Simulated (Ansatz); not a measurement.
The calculation's input:

```
crystal:
  periodic: [false, false, false]
  atoms:
    - { symbol: Sn, position_ang: [0.056552, 0.154976, -0.878752] }
    - { symbol: Cl, position_ang: [1.928382, -0.153141, 2.186557] }
    - { symbol: H, position_ang: [2.347468, 0.166586, 0.967358] }
    - { symbol: H, position_ang: [-1.309633, 1.140589, -0.339604] }
    - { symbol: C, position_ang: [-1.084506, -1.720746, -0.835903] }
    - { symbol: H, position_ang: [-1.53567, -1.850791, 0.15035] }
    - { symbol: H, position_ang: [-1.899468, -1.655461, -1.565323] }
    - { symbol: H, position_ang: [-0.465426, -2.587513, -1.071181] }
basis:
  gaussian: { orbitals: def2-SVP }
hamiltonian:
  xc: { name: BHLYP }
  dispersion: d4
relax:
  f_tol: 0.03
  max_steps: 50
output:
  orbitals: {}
```

Run with:

```sh
ansatz run input.yaml --threads 1 --pin off --max-ram 2048MiB --backend cpu --events-out ev --progress --plain --runs-dir out
```

The fields are those of the run's last geometry, not of the input's.

Core potentials replace the inner electrons of Sn.

Theory: Ansatz 0.2.0, RKS BHLYP-D4/def2-SVP.

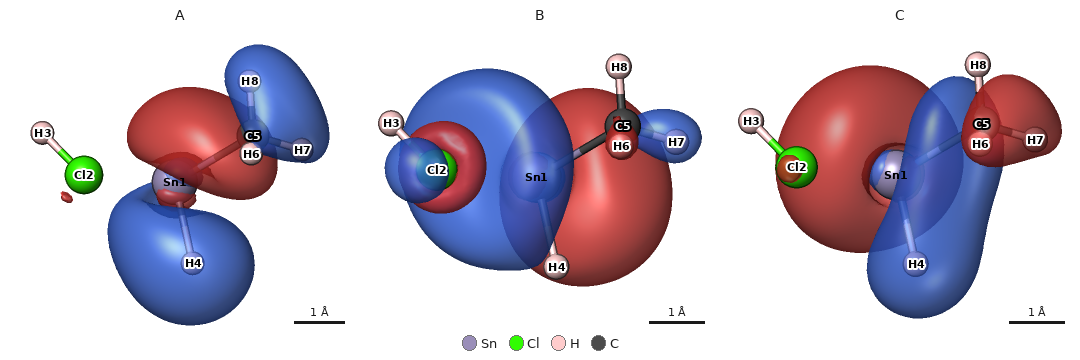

CH$_{4}$Sn···HCl. Three frontier orbitals at ±0.08 Å⁻³ᐟ² (red and blue are the two phases), in no order.

> Order the three orbitals by energy and name them.

A is the HOMO−1 (−8.49 eV). By Hirshfeld shares it lies mainly on Sn1 (about 35 %), H4 (about 25 %) and C5 (about 25 %). C is the HOMO (−6.65 eV). By Hirshfeld shares it lies mainly on Sn1 (about 70 %), C5 (about 15 %) and H4 (about 10 %). B is the LUMO (−0.88 eV). It lies mainly on Sn1 (about 80 %) and Cl2 (about 10 %).

> What is the HOMO–LUMO gap?

5.77 eV between the orbital energies.
